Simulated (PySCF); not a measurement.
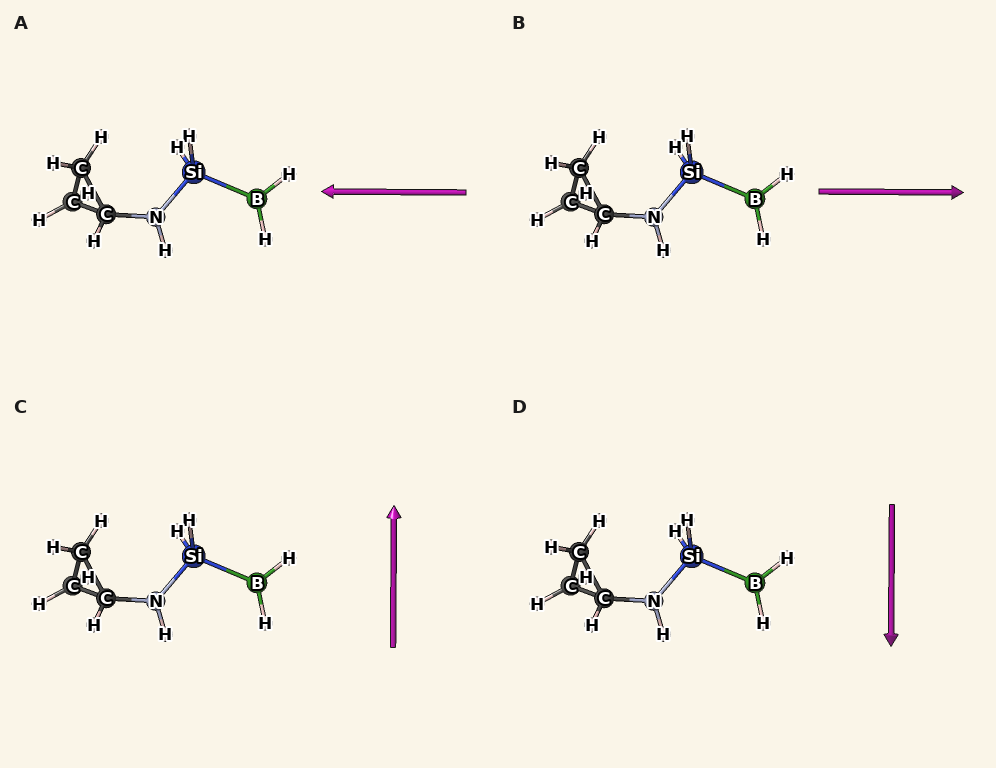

The same molecule four times, each with an arrow. Computed geometry: GFN2-xTB optimisation. No frequency run is at hand to confirm it as a minimum. Properties computed with PBE0/pcSseg-1, gas phase (PySCF 2.14.0).

### Which arrow points along the dipole moment, from the negative to the positive end?

D. The dipole moment is 1.01 D.

The geometry is semi-empirical. Around B, Si such bond lengths and angles can be off by a tenth of an ångström or more and by several degrees, and values that hang on the shape move with them.
